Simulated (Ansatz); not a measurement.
Three curves of one kind of scan: energy against volume (even scaling of the relaxed cell, symmetry kept). Method: PBEsol (plane waves to 420 eV, PAW, scalar-relativistic; Ansatz, a program for electronic structure). Each is measured from its own zero (the relaxed starting cell). 

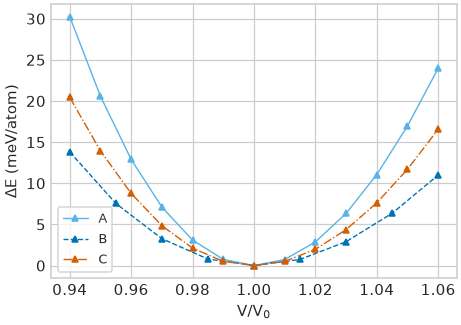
*Curves A, B and C.*

Problem. Which curve belongs to the crystal with a fitted bulk modulus at fixed cell shape of 83.2 GPa and a relaxed volume of 19.61 Å³/atom?

Solution. Curve C, Y(AlSi)2 (space group P-3m1): near the minimum ΔE ≈ ½·B₀·V₀·(V/V₀ − 1)², with B₀·V₀ = 10 eV/atom.

All were relaxed with their symmetry unable to fall. CoSn is run without spin polarisation. Y(AlSi)2 is run without spin polarisation.

(A scan under strain: stresses follow from slopes of the energy per volume, elastic moduli from its curvatures.)
